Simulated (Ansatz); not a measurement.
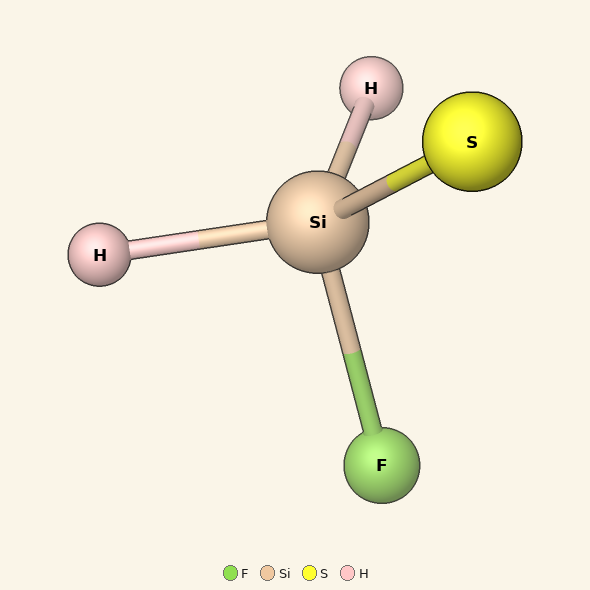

Figure made from data computed with Ansatz.

Orthographic view. Distant atoms are faded towards the background colour. Charge −1, singlet. Geometry: a frame of the PBE0-D4/def2-SVPD trajectory.

### Write the InChI string.

InChI=1S/FH2SSi/c1-3-2/h3H2/q-1
